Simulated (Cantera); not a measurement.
Input: 1 mol SiO2, a varied amount of C, 8.5 mol N2, held at 2573.15 K and 3.80 bar.

Cantera equilibrium calculation (NASA polynomials, part measured and part estimated; ideal gas, pure solids and liquids). Candidate condensed phases: C, Si, SiC, SiO2, Si2N2O, Si3N4; 34 gas species. Mutual solubility and eutectic melting of coexisting phases are not modelled. The tables' values for SiN, SiO2 are old estimates; treat these amounts as uncertain. The tables hold silica as quartz up to 1696 K and as liquid above; real silica turns to tridymite and cristobalite and melts near 1996 K. The numbers say what is thermodynamically allowed, not how fast it happens.

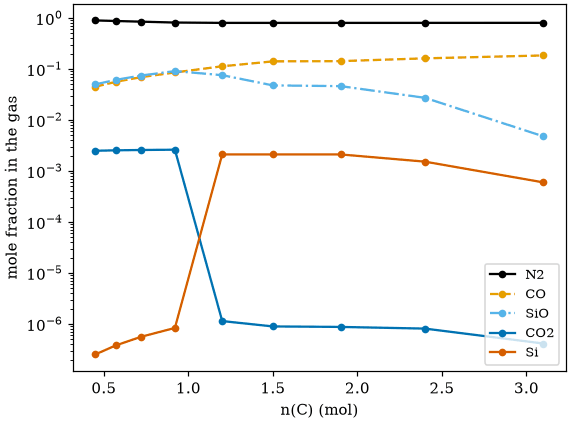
Equilibrium gas composition (values under 1e-9 drawn at 1e-9)

Read off the mole fractions at 0.72 mol C.

N2 about 0.85, SiO about 0.075, CO about 0.070, CO2 about 0.0026, Si about 5.6e-7.
